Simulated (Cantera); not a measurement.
Charge: 1 mol Cr, 2.6 mol N₂O, 35 mol N₂, 0.98 mol NH₃, equilibrated at 4.10 Pa.

Method: chemical equilibrium by Gibbs-energy minimisation in Cantera with the NASA 1993 tables (ideal gas, pure condensed phases). Candidate condensed phases: Cr, CrN, Cr₂N, Cr₂O₃, H₂O; 29 gas species. Equilibrium is a limit: real reactors are often held back by kinetics, nucleation or transport.

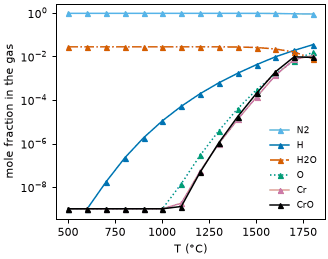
*Equilibrium gas composition (values under 1e-9 drawn at 1e-9)*

From 502 °C to 1602 °C the condensed part is Cr₂O₃(s). From 1702 °C to 1802 °C nothing is condensed.
